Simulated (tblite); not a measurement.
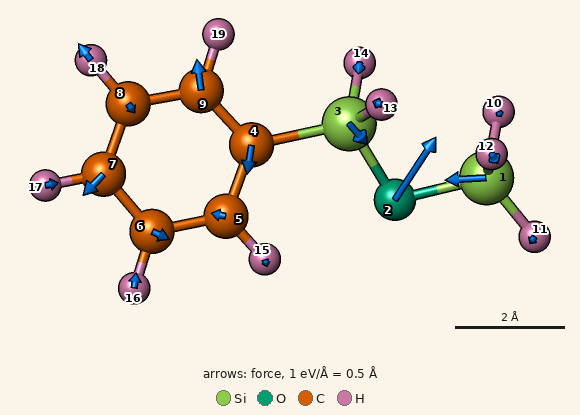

Starting geometry of C$_{6}$H$_{10}$OSi$_{2}$ with the computed forces as blue arrows. The picture is a ball-and-stick view, seen face on.

Level of theory: GFN2-xTB geometry optimisation, gas phase (tblite). 

Q: What follows when this structure is relaxed?

A: It isn't relaxed: the largest force vector, on O2, is 2.97 eV/Å. The final displacements have little in common with the starting forces (cosine between the two patterns 0.27). The atom that moves furthest after the best rigid fit is H11 (2.01 Å). Largest moves by element: H 2.01 Å, O 1.24 Å, Si 0.81 Å, C 0.49 Å. Near-neighbour distances that change, for instance: Si1–Si3 2.732 → 3.219 Å, Si1–O2 1.749 → 1.616 Å, O2–Si3 1.714 → 1.619 Å, Si3–C4 1.850 → 1.886 Å. Among the angles between lasting bonds that change: Si1–O2–Si3 104.2° → 168.6°, H10–Si1–H12 105.2° → 112.5°, O2–Si1–H11 112.7° → 107.5°. After 101 geometry steps the energy has fallen by 88.1 kJ/mol. Cost: 0.97 s on 1 thread of Arm Neoverse V1 (shared host).
